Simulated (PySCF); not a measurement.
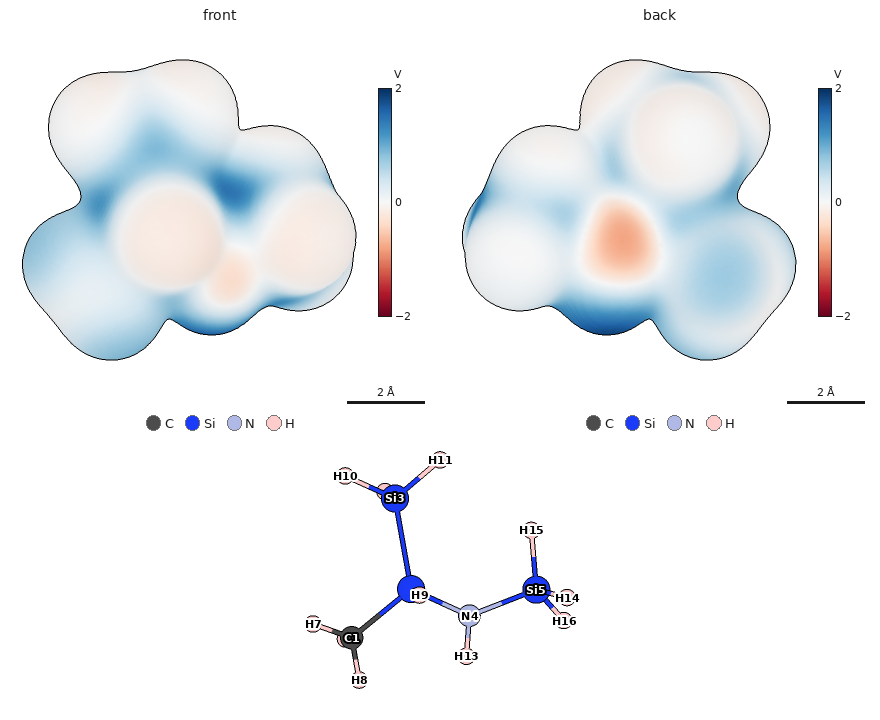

Figure 1: CH11NSi3. The molecular electrostatic potential painted on the density surface at 0.002 e/bohr³, seen from the front and from behind; red is negative and blue positive. The bare structure is drawn below in the same view.

Geometry: GFN2-xTB.

Computed with PBE0/pcSseg-1, SCF density, gas phase, non-relativistic (PySCF).

The calculation's input:

```
{"job": {"kind": "nmr", "xc": "PBE0", "basis": "pcSseg-1"}, "charge": 0, "multiplicity": 1}
C      1.012577     2.036302    -0.578734
Si     0.204232     0.630005     0.419015
Si     1.668711    -1.100639     0.852062
N     -1.117663     0.071304    -0.569461
Si    -2.206632    -1.248840    -0.318958
H      1.365289     1.688510    -1.545836
H      1.867274     2.441818    -0.046269
H      0.322624     2.856265    -0.758566
H     -0.354145     1.245914     1.645928
H      2.804962    -0.637462     1.659696
H      1.076960    -2.207066     1.611378
H      2.266586    -1.704646    -0.344729
H     -1.445735     0.747592    -1.240967
H     -3.204567    -0.952148     0.716864
H     -1.393831    -2.391775     0.090099
H     -2.874240    -1.466189    -1.602932
```

Launched as:

```sh
OMP_NUM_THREADS=1 python probes_run.py task.json out
```

Which sites attract a positive test charge, and which a negative one?

A positive charge is drawn to the negative regions and a negative charge to the positive ones. The most negative region (about −0.7 V, or −16 kcal/mol for a unit charge) lies over N4, the most positive (about +1.7 V, or +39 kcal/mol for a unit charge) over H13.

What dipole moment does the calculation give?

Its dipole moment is 1.40 D.
